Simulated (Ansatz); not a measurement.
# BSiH3 (singlet): from Hartree-Fock to the top rungs at distance Si1–B2 = 2.883 Å, cc-pVTZ

Aim: climb from Hartree-Fock through coupled cluster and multireference methods for BSiH3 (singlet) at one geometry and basis, and see what each rung misses.

Program: Ansatz 0.2.0, Gaussian basis. Level of theory: cc-pVTZ, core rule «outside noble gas», up to 6 orbitals frozen. These are calculated values, not measurements.

The runs, in order: UHF; CCSD(T) on RHF; CCSD(T) on UHF; BCCD(T) on RHF; CCSDT(Q) on RHF; CCSDT(Q) on UHF; CASSCF and NEVPT2, 2 electrons in 2 orbitals; CASSCF and NEVPT2, 10 electrons in 11 orbitals.

## Step 1: What is computed

The geometry derives from a PBE0/def2-TZVP stationary point (not a proven minimum). One bond is set to the value named and the two fragments are kept rigid.

5 atoms, charge 0, spin multiplicity 1.

Atoms are counted from 1 here; the program's logs count them from 0.

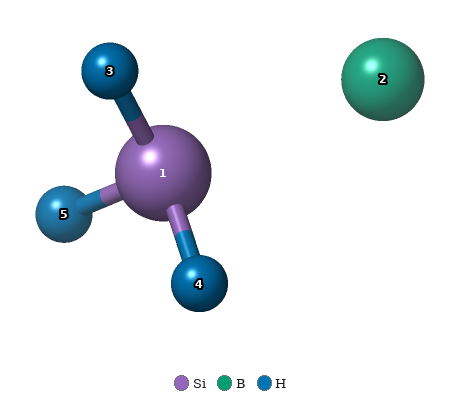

The structure; silicon purple, boron teal, hydrogen blue; atoms are numbered from 1 in the order of the file.

Geometry (Å):

```xyz
5

Si   -0.70674   -0.00611    0.00060
B     2.17615    0.01881   -0.00184
H    -1.22819    1.39123    0.00309
H    -1.20898   -0.71316    1.21399
H    -1.21106   -0.70961   -1.21400
```

In the tables R marks a restricted determinant and U an unrestricted one; 'pair' is the active space of 2 electrons in 2 orbitals; 'valence' is the active space of 10 electrons in 11 orbitals; energies count from the table's Hartree-Fock row.

## Step 2: UHF

The input, in.yaml:

```yaml
crystal:
  periodic: [false, false, false]
  atoms:
    - {symbol: Si, position_ang: [-0.706741, -0.006109, 0.000596]}
    - {symbol: B, position_ang: [2.176150, 0.018812, -0.001836]}
    - {symbol: H, position_ang: [-1.228191, 1.391233, 0.003090]}
    - {symbol: H, position_ang: [-1.208978, -0.713164, 1.213986]}
    - {symbol: H, position_ang: [-1.211057, -0.709607, -1.213998]}
basis:
  gaussian: {orbitals: cc-pVTZ}
magnetization: {spin_polarized: true, initial_magnetization: 0}
hamiltonian: {xc: hf}
output: {orbitals: {seedname: orbitals}}
```

On the command line:

```console
$ ansatz run in.yaml --threads 1 --pin off --events-out ev --progress --plain --max-ram 2560MiB --backend cpu
```

What it wrote:

```text
Functional definition: HF
  name "HF"
  cite "Fock, Z. Phys. 61, 126 (1930) doi:10.1007/BF01340294"
  parent pbe
  exchange = exact_x
  correlation = 0
788 factors; their error is unknown
mean field evaluation 1: about -8574.1731 eV, gradient 1.0e1 eV
mean field evaluation 2: about -8575.9926 eV, gradient 5.1e0 eV
mean field evaluation 4: about -8576.3030 eV, gradient 4.2e-1 eV
mean field evaluation 8: about -8576.5057 eV, gradient 1.4e-1 eV
mean field evaluation 16: about -8576.5787 eV, gradient 6.3e-1 eV
mean field evaluation 32: about -8576.6801 eV, gradient 9.6e-4 eV
mean field evaluation 64: about -8576.6801 eV, gradient 5.3e-4 eV
mean field evaluation 96: about -8576.6800 eV, gradient 1.1e-3 eV
mean field evaluation 128: about -8576.6243 eV, gradient 4.7e-4 eV
mean field evaluation 160: about -8576.6800 eV, gradient 2.2e-3 eV
mean field evaluation 192: about -8576.6061 eV, gradient 3.9e-1 eV
mean field evaluation 224: about -8576.6746 eV, gradient 1.2e-1 eV
mean field evaluation 256: about -8576.6796 eV, gradient 5.0e-2 eV
mean field evaluation 288: about -8576.6797 eV, gradient 4.0e-2 eV
mean field evaluation 320: about -8569.9744 eV, gradient 1.0e1 eV
mean field evaluation 352: about -8576.6034 eV, gradient 1.5e0 eV
mean field evaluation 384: about -8576.3255 eV, gradient 7.8e-1 eV
mean field evaluation 416: about -8576.6801 eV, gradient 9.5e-4 eV
mean field -8576.68007213 eV, -315.1871791684 hartree, gradient 9.3e-6 eV, S^2 0.613259; 8 other end points of the search recorded, 0 dependent functions left out
reference -8576.68007213 eV, -315.1871791684 hartree; 11, 11 occupied and 95, 95 virtual orbitals, 788 factors
Total energy: -8576.68007213 eV, -315.1871791684 hartree
```

Wall time 22 s (1 thread of AMD EPYC 7R13, shared host).

From the report: ⟨S²⟩ of the determinant 0.613 (pure singlet: 0.00). The determinant of HF (⟨S²⟩ 0.61) is far from a pure spin state, so its energy mixes those of several spin states; that is harmless only where they are near-degenerate.

The unrestricted solution breaks the spin symmetry, so the restricted determinant is unstable here.

## Step 3: CCSD(T) on RHF

Changes to in.yaml since step 2:

```diff
@@ -10,4 +10,3 @@
   gaussian: {orbitals: cc-pVTZ}
-magnetization: {spin_polarized: true, initial_magnetization: 0}
-hamiltonian: {xc: hf}
-output: {orbitals: {seedname: orbitals}}
+magnetization: {spin_polarized: false}
+correlation: {method: ccsd_t, electrons: outside_noble_gas}
```

Same command.

What it wrote, shortened:

```text
Functional definition: HF
  name "HF"
  cite "Fock, Z. Phys. 61, 126 (1930) doi:10.1007/BF01340294"
  parent pbe
[...]
609 factors; integrals over basis functions are off by at most 7.2e-4 eV
[...]
mean field -8576.50604321 eV, -315.1807837235 hartree, gradient 5.3e-6 eV, S^2 0.000000; 0 other end points of the search recorded, 0 dependent functions left out; unrestricted orbitals would lower it
6 core orbitals not correlated: weight in the atoms' cores, before any rotation towards them, 1.000 or more for the frozen orbitals, at most 0.000 for the correlated occupied ones
reference -8576.50604321 eV, -315.1807837235 hartree; 5, 5 occupied and 95, 95 virtual orbitals, 609 factors
second order -5.35326282 eV of doubles, -0.00000000 eV of singles
cycle   1  -6.20806525 eV  change   -8.5e-1 eV  update   9.2e-2
[...]
cycle  11  -6.70557442 eV  change   -1.3e-7 eV  update   4.3e-6
perturbative correction -0.25506043 eV, -0.0093732981 hartree
Total energy: -8583.46667806 eV, -315.4365823362 hartree
```

It took 2.2 s on 1 thread of AMD EPYC 7R13, shared host; peak memory 0.32 GiB.

From the report: correlation -6.9606 eV; T1 0.017; largest double amplitude 0.16.

## Step 4: CCSD(T) on UHF

Changes to in.yaml since step 3:

```diff
@@ -10,3 +10,3 @@
   gaussian: {orbitals: cc-pVTZ}
-magnetization: {spin_polarized: false}
+magnetization: {spin_polarized: true, initial_magnetization: 0}
 correlation: {method: ccsd_t, electrons: outside_noble_gas}
```

On the command line:

```console
$ ansatz run in.yaml --threads 2 --pin off --events-out ev --progress --plain --max-ram 15360MiB --backend cuda --devices 0, --max-vram 18GiB
```

What it wrote, shortened:

```text
Functional definition: HF
  name "HF"
  cite "Fock, Z. Phys. 61, 126 (1930) doi:10.1007/BF01340294"
  parent pbe
[...]
609 factors; integrals over basis functions are off by at most 7.2e-4 eV
[...]
mean field -8576.68035155 eV, -315.1871894369 hartree, gradient 7.5e-10 eV, S^2 0.613260; 24 other end points of the search recorded, 0 dependent functions left out
determinant -8576.68035155 eV, -315.1871894369 hartree, with singles and doubles -8583.24558147 eV, -315.4284571861 hartree
determinant -8576.68024276 eV, -315.1871854388 hartree, with singles and doubles -8583.24559881 eV, -315.4284578234 hartree
determinant -8576.36255424 eV, -315.1755106010 hartree, with singles and doubles -8582.26080490 eV, -315.3922673148 hartree
determinant -8576.68035155 eV, -315.1871894369 hartree, with singles and doubles -8583.18445304 eV, -315.4262107580 hartree
determinant -8576.68024276 eV, -315.1871854388 hartree, with singles and doubles -8583.18445788 eV, -315.4262109358 hartree
6 core orbitals not correlated: weight in the atoms' cores, before any rotation towards them, 1.000 or more for the frozen orbitals, at most 0.000 for the correlated occupied ones
reference -8576.68024276 eV, -315.1871854388 hartree; 5, 5 occupied and 95, 95 virtual orbitals, 609 factors
second order -4.79933311 eV of doubles, -0.00000000 eV of singles
cycle   1  -6.50421901 eV  change   -3.9e-6 eV  update   4.3e-6
perturbative correction -0.27175599 eV, -0.0099868486 hartree
Total energy: -8583.45621777 eV, -315.4361979273 hartree
```

Run time: 7.5 s. Hardware: 1 × H100 (card shared with other runs) with 2 threads of AMD EPYC 7R13, shared host; peak host memory 0.81 GiB.

From the report: ⟨S²⟩ of the determinant 0.613 (pure singlet: 0.00); correlation -6.7760 eV; T1 0.119; largest double amplitude 0.16. The determinant of CCSD(T) (⟨S²⟩ 0.61) is far from a pure spin state, so its energy mixes those of several spin states; high orders of coupled cluster remove much of that, low ones don't.

## Step 5: BCCD(T) on RHF

Changes to in.yaml since step 4:

```diff
@@ -10,3 +10,3 @@
   gaussian: {orbitals: cc-pVTZ}
-magnetization: {spin_polarized: true, initial_magnetization: 0}
-correlation: {method: ccsd_t, electrons: outside_noble_gas}
+magnetization: {spin_polarized: false}
+correlation: {method: bccd_t, electrons: outside_noble_gas}
```

On the command line:

```console
$ ansatz run in.yaml --threads 1 --pin off --events-out ev --progress --plain --max-ram 2560MiB --backend cpu
```

What it wrote, shortened:

```text
Functional definition: HF
  name "HF"
  cite "Fock, Z. Phys. 61, 126 (1930) doi:10.1007/BF01340294"
  parent pbe
[...]
609 factors; integrals over basis functions are off by at most 7.2e-4 eV
[...]
mean field -8576.50604321 eV, -315.1807837235 hartree, gradient 5.3e-6 eV, S^2 0.000000; 0 other end points of the search recorded, 0 dependent functions left out; unrestricted orbitals would lower it
6 core orbitals not correlated: weight in the atoms' cores, before any rotation towards them, 1.000 or more for the frozen orbitals, at most 0.000 for the correlated occupied ones
reference -8576.50604321 eV, -315.1807837235 hartree; 5, 5 occupied and 95, 95 virtual orbitals, 609 factors
second order -5.35326282 eV of doubles, -0.00000000 eV of singles
cycle   1  -6.22250199 eV  change   -8.7e-1 eV  update   9.2e-2
[...]
cycle  11  -6.69680511 eV  change    2.3e-6 eV  update   3.4e-6
perturbative correction -0.26474997 eV, -0.0097293818 hartree
Total energy: -8583.46759829 eV, -315.4366161537 hartree
```

It took 3.4 s on 1 thread of AMD EPYC 7R13, shared host; peak memory 0.4 GiB.

From the report: correlation -6.9616 eV; largest double amplitude 0.16.

## Step 6: CCSDT(Q) on RHF

Changes to in.yaml since step 5:

```diff
@@ -11,2 +11,2 @@
 magnetization: {spin_polarized: false}
-correlation: {method: bccd_t, electrons: outside_noble_gas}
+correlation: {method: ccsdt_q, electrons: outside_noble_gas}
```

On the command line:

```console
$ ansatz run in.yaml --threads 2 --pin off --events-out ev --progress --plain --max-ram 15360MiB --backend cuda --devices 0, --max-vram 18GiB
```

What it wrote, shortened:

```text
Functional definition: HF
  name "HF"
  cite "Fock, Z. Phys. 61, 126 (1930) doi:10.1007/BF01340294"
  parent pbe
[...]
1319 factors; integrals over basis functions are off by at most 2.4e-7 eV
[...]
mean field -8576.50604739 eV, -315.1807838769 hartree, gradient 2.3e-6 eV, S^2 0.000000; 0 other end points of the search recorded, 0 dependent functions left out; unrestricted orbitals would lower it
6 core orbitals not correlated: weight in the atoms' cores, before any rotation towards them, 1.000 or more for the frozen orbitals, at most 0.000 for the correlated occupied ones
reference -8576.50604739 eV, -315.1807838769 hartree; 5, 5 occupied and 95, 95 virtual orbitals, 1319 factors
second order -5.35329844 eV of doubles, -0.00000000 eV of singles
cycle   1  -6.20804596 eV  change   -8.5e-1 eV  update   1.0e-1
[...]
cycle  17  -7.00368530 eV  change   -3.1e-7 eV  update   6.4e-7
perturbative correction -0.01543394 eV, -0.0005671869 hartree
Total energy: -8583.52516663 eV, -315.4387317514 hartree
```

It took 3.4 s on 1 × H100 (card shared with other runs) with 2 threads of AMD EPYC 7R13, shared host; peak host memory 0.81 GiB.

From the report: correlation -7.0191 eV; T1 0.018; largest double amplitude 0.19.

## Step 7: CCSDT(Q) on UHF

Changes to in.yaml since step 6:

```diff
@@ -10,3 +10,3 @@
   gaussian: {orbitals: cc-pVTZ}
-magnetization: {spin_polarized: false}
+magnetization: {spin_polarized: true, initial_magnetization: 0}
 correlation: {method: ccsdt_q, electrons: outside_noble_gas}
```

The command is unchanged.

What it wrote, shortened:

```text
Functional definition: HF
  name "HF"
  cite "Fock, Z. Phys. 61, 126 (1930) doi:10.1007/BF01340294"
  parent pbe
[...]
1319 factors; integrals over basis functions are off by at most 2.4e-7 eV
[...]
mean field -8576.68035761 eV, -315.1871896595 hartree, gradient 2.5e-10 eV, S^2 0.613262; 23 other end points of the search recorded, 0 dependent functions left out
determinant -8576.68035761 eV, -315.1871896595 hartree, with singles and doubles -8583.24539855 eV, -315.4284504639 hartree
determinant -8576.68024881 eV, -315.1871856612 hartree, with singles and doubles -8583.24802136 eV, -315.4285468504 hartree
determinant -8576.36256233 eV, -315.1755108982 hartree, with singles and doubles -8582.26145225 eV, -315.3922911044 hartree
determinant -8576.68035761 eV, -315.1871896595 hartree, with singles and doubles -8583.18444959 eV, -315.4262106312 hartree
determinant -8576.68024881 eV, -315.1871856612 hartree, with singles and doubles -8583.18445257 eV, -315.4262107406 hartree
[...]
6 core orbitals not correlated: weight in the atoms' cores, before any rotation towards them, 1.000 or more for the frozen orbitals, at most 0.000 for the correlated occupied ones
reference -8576.68024881 eV, -315.1871856612 hartree; 5, 5 occupied and 95, 95 virtual orbitals, 1319 factors
second order -4.79935908 eV of doubles, -0.00000000 eV of singles
cycle   1  -5.63571829 eV  change   -8.4e-1 eV  update   1.0e-1
[...]
cycle  34  -6.82699083 eV  change   -4.6e-7 eV  update   5.9e-7
perturbative correction -0.01985030 eV, -0.0007294852 hartree
Total energy: -8583.52708995 eV, -315.4388024319 hartree
```

It took 19 s on 1 × H100 (card shared with other runs) with 2 threads of AMD EPYC 7R13, shared host; peak host memory 0.95 GiB.

From the report: ⟨S²⟩ of the determinant 0.613 (pure singlet: 0.00); correlation -6.8468 eV; T1 0.127; largest double amplitude 0.20. The determinant of CCSDT(Q) (⟨S²⟩ 0.61) is far from a pure spin state, so its energy mixes those of several spin states; high orders of coupled cluster remove much of that, low ones don't.

## Step 8: CASSCF and NEVPT2, 2 electrons in 2 orbitals

Changes to in.yaml since step 7:

```diff
@@ -10,3 +10,2 @@
   gaussian: {orbitals: cc-pVTZ}
-magnetization: {spin_polarized: true, initial_magnetization: 0}
-correlation: {method: ccsdt_q, electrons: outside_noble_gas}
+correlation: {method: sc_nevpt2, electrons: outside_noble_gas, active_space: {window: {electrons: 2, orbitals: 2}}}
```

Same command.

What it wrote, shortened:

```text
Functional definition: HF
  name "HF"
  cite "Fock, Z. Phys. 61, 126 (1930) doi:10.1007/BF01340294"
  parent pbe
[...]
609 factors; integrals over basis functions are off by at most 7.2e-4 eV
[...]
mean field -8576.50604321 eV, -315.1807837235 hartree, gradient 5.3e-6 eV, S^2 0.000000; 0 other end points of the search recorded, 0 dependent functions left out; unrestricted orbitals would lower it
reference -8576.50604321 eV, -315.1807837235 hartree; 11, 11 occupied and 95, 95 virtual orbitals, 609 factors
state -8577.27205486 eV, -315.2089341324 hartree
state -8577.27205486 eV, -315.2089341324 hartree; corrected -8582.03261442 eV, -315.3838814692 hartree
state -8577.09954486 eV, -315.2025945068 hartree
state -8577.09954486 eV, -315.2025945068 hartree; corrected -8581.87978507 eV, -315.3782650943 hartree
state -8577.27205486 eV, -315.2089341324 hartree; corrected -8582.03261442 eV, -315.3838814692 hartree
Total energy: -8582.03261442 eV, -315.3838814692 hartree
```

Wall time 1.4 s (1 × H100 (card shared with other runs) with 2 threads of AMD EPYC 7R13, shared host); peak host memory 0.78 GiB.

From the report: 4 determinants; active occupations 1.87, 0.13.

## Step 9: CASSCF and NEVPT2, 10 electrons in 11 orbitals

Changes to in.yaml since step 8:

```diff
@@ -10,2 +10,2 @@
   gaussian: {orbitals: cc-pVTZ}
-correlation: {method: sc_nevpt2, electrons: outside_noble_gas, active_space: {window: {electrons: 2, orbitals: 2}}}
+correlation: {method: sc_nevpt2, electrons: outside_noble_gas, active_space: {window: {electrons: 10, orbitals: 11}, shells: [{species: B, l: s, shell: 2}, {species: B, l: p, shell: 2}, {species: H, l: s, shell: 1}, {species: Si, l: s, shell: 3}, {species: Si, l: p, shell: 3}]}}
```

The command is unchanged.

What it wrote:

```text
Functional definition: HF
  name "HF"
  cite "Fock, Z. Phys. 61, 126 (1930) doi:10.1007/BF01340294"
  parent pbe
  exchange = exact_x
  correlation = 0
1319 factors; integrals over basis functions are off by at most 2.4e-7 eV
mean field evaluation 1: about -8574.3694 eV, gradient 1.4e1 eV
mean field evaluation 2: about -8574.3723 eV, gradient 1.4e1 eV
mean field evaluation 4: about -8576.4299 eV, gradient 2.6e0 eV
mean field evaluation 8: about -8576.5058 eV, gradient 1.7e-1 eV
mean field -8576.50604739 eV, -315.1807838769 hartree, gradient 2.3e-6 eV, S^2 0.000000; 0 other end points of the search recorded, 0 dependent functions left out; unrestricted orbitals would lower it
reference -8576.50604739 eV, -315.1807838769 hartree; 11, 11 occupied and 95, 95 virtual orbitals, 1319 factors
state -8579.53884696 eV, -315.2922372056 hartree
state -8579.53884696 eV, -315.2922372056 hartree; corrected -8582.29526001 eV, -315.3935335168 hartree
Total energy: -8582.29526001 eV, -315.3935335168 hartree
Checks for a lower state left out: starts, orbital_swaps
```

Run time: 3.2 s. Hardware: 1 × H100 (card shared with other runs) with 2 threads of AMD EPYC 7R13, shared host; peak host memory 0.82 GiB.

From the report: 106,820 determinants; active occupations 1.99, 1.98, 1.98, 1.91, 1.84, 0.11, 0.07, 0.07, 0.02, 0.02, 0.02.

## Step 10: How many determinants matter

Natural occupations of the CASSCF valence state about the gap (report; correlated orbitals 1 to 10): 1.985, 1.976, 1.976, 1.914, 1.840, 0.114, 0.067, 0.067, 0.025, 0.018. The count of effectively unpaired electrons, Σ n²(2 − n)², is 0.20; a single determinant of this spin has 0.

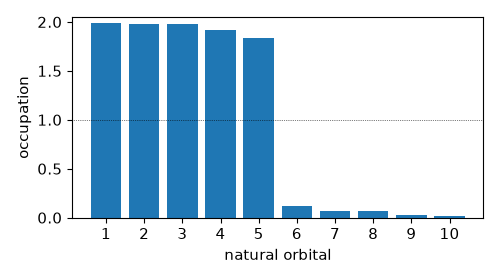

Natural occupations of the CASSCF valence state.

## Step 11: The ladder

The yardstick is RCCSDT(Q), where the cluster series has nearly closed. Rows without a time are mean-field rows or come out of runs for another level: lower rungs of the coupled-cluster runs, CASSCF and MRCISD of the multireference runs, or the Hartree-Fock search.

Differences are taken before rounding.

```csv
method,energy from the lowest RHF (meV),from RCCSDT(Q) (meV),time
RHF,0.0,+7019.1,
UHF,-174.2,+6844.9,
RMP2,-5353.3,+1665.9,
UMP2,-4973.5,+2045.6,
RCCSD,-6705.6,+313.5,
UCCSD,-6678.4,+340.7,
RCCSD(T),-6960.6,+58.5,2.2 s
UCCSD(T),-6950.2,+68.9,7.5 s (GPU)
BCCD(T),-6961.6,+57.6,3.4 s
RCCSDT,-7003.7,+15.4,
UCCSDT,-7001.2,+17.9,
RCCSDT(Q),-7019.1,0,3.4 s (GPU)
UCCSDT(Q),-7021.0,-1.9,19 s (GPU)
CASSCF pair,-766.0,+6253.1,
NEVPT2 pair,-5526.6,+1492.6,1.4 s (GPU)
CASSCF valence,-3032.8,+3986.3,
NEVPT2 valence,-5789.2,+1229.9,3.2 s (GPU)
```

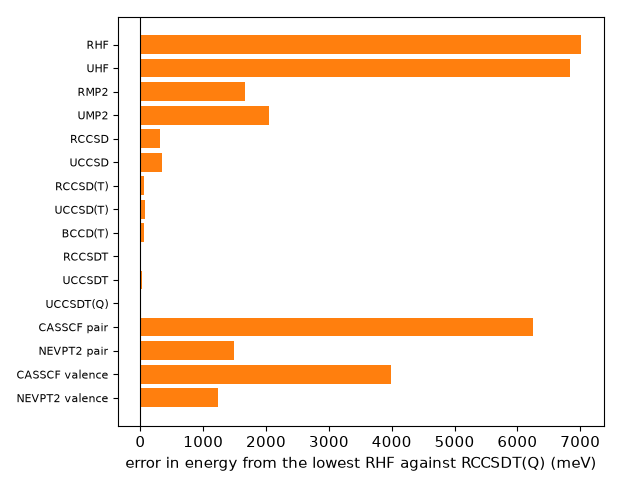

How far each level lands from RCCSDT(Q).

Some runs used a GPU and others CPU threads alone; cost is compared among the GPU runs only.

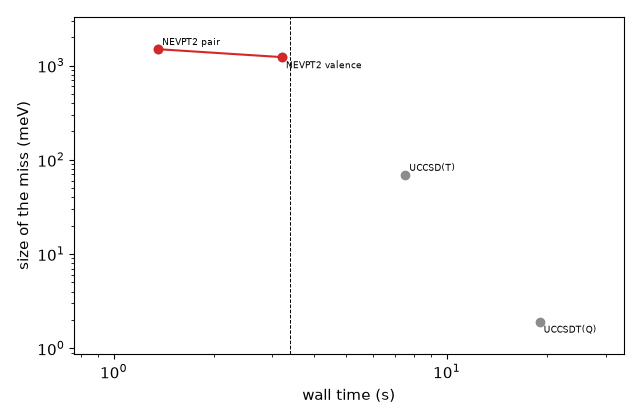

Accuracy for the time spent; red marks the levels that beat every quicker one drawn (of those quicker than the yardstick), and the dashed line is the time of RCCSDT(Q). Times are from a shared host.

## Step 12: Results

| quantity | value |
| --- | --- |
| RCCSDT(Q) from the RHF energy | -7.0191 eV |
| RMP2 from RCCSDT(Q) | +1665.9 meV |
| UMP2 from RCCSDT(Q) | +2045.6 meV |
| RCCSD from RCCSDT(Q) | +313.5 meV |
| RCCSD(T) from RCCSDT(Q) | +58.5 meV |
| UCCSD(T) from RCCSDT(Q) | +68.9 meV |
| UCCSDT(Q) from RCCSDT(Q) | -1.9 meV |
| NEVPT2 pair from RCCSDT(Q) | +1492.6 meV |
| NEVPT2 valence from RCCSDT(Q) | +1229.9 meV |
| levels within 1 kcal/mol (43 meV) | RCCSDT, UCCSDT, UCCSDT(Q) |
| T1 diagnostic | 0.017 |
| effectively unpaired electrons | 0.20 |

**Reading.** RCCSD(T) misses by +58.5 meV, 0.8 % of the correlation energy. The occupations show static correlation (0.20 effectively unpaired electrons where one determinant has 0). Of the multireference levels listed NEVPT2 valence comes nearest in total energy (+1229.9 meV), which doesn't show that its space is the better one. These misses are within one basis, not against nature.

For cost: NEVPT2 valence gets within 1229.9 meV in 3.2 s, where RCCSDT(Q) took 3.4 s; the quickest level in the cost chart, NEVPT2 pair, takes 1.4 s and misses by 1492.6 meV.
